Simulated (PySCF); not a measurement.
Consider C₂H₁₁GeNSi (SMILES C[SiH](C)[NH][GeH3]).

The calculation's input:

```
{"job": {"kind": "uv", "xc": "PBE0", "basis": "def2-SVPD", "nstates": 8, "ntriplets": 3}, "charge": 0, "multiplicity": 1}
C     -1.852669     1.311870    -0.672580
Si    -0.644657     0.336915     0.419531
C     -0.844302    -1.537253     0.212308
N      0.970244     0.718483    -0.092862
Ge     2.454560    -0.290867     0.150252
H     -2.877435     1.089764    -0.396071
H     -1.733694     1.070581    -1.724218
H     -1.710037     2.381913    -0.560983
H     -0.852598     0.701757     1.838135
H     -1.805120    -1.884625     0.578466
H     -0.067208    -2.058533     0.765981
H     -0.758404    -1.831542    -0.829819
H      1.133255     1.686238    -0.318498
H      2.397901    -1.480846    -0.757442
H      2.550812    -0.771580     1.568266
H      3.631754     0.566668    -0.191878
```

Launched as:

```sh
OMP_NUM_THREADS=1 python probes_run.py task.json out
```

Geometry: GFN2-xTB.

Theory: PySCF, PBE0/def2-SVPD, SCF density, gas phase.

Q: Predict the electron density and electron localisation function between the atoms.

A: Si–N (1.74 Å): ρ is about 1.1 e/Å³ halfway; the ELF peaks at about 0.90 between the atoms, as expected for a shared but strongly polarised pair.
C–Si (1.90 Å): ρ is about 0.93 e/Å³ halfway; the ELF peaks at about 0.95 between the atoms; a covalent bond.
C–H (1.08 Å): ρ is about 1.9 e/Å³ halfway; the ELF climbs to about 1 towards the hydrogen, as it does in any bond to H; a covalent bond by its length.

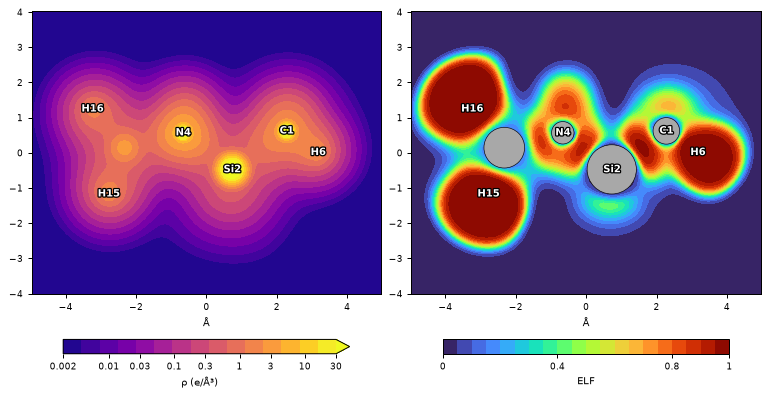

Computed electron density and electron localisation function on the plane of atoms Si2, C1 and H6, in this order. Grey discs cover the atomic cores in the ELF map. 
